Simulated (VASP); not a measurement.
Band structure of Al (fcc). Computed with PBE GGA with D3 dispersion (zero damping), VASP's PBE PAW potentials (set 64) (plane waves; VASP 6.6.1).

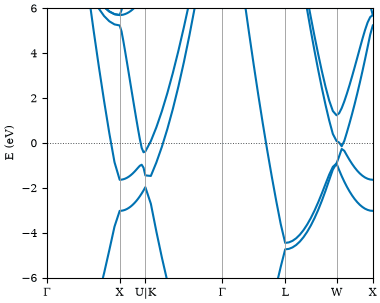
Figure: Bands along high-symmetry lines, zero at the valence-band maximum or, without a gap, the Fermi level

Task: Read the plot: is there a gap, and where are the band edges?

Result: It has no gap at this level: it comes out as a metal or semimetal. (Edges off the drawn lines would not show.)

The compound is Al in the fcc structure. It was relaxed first.
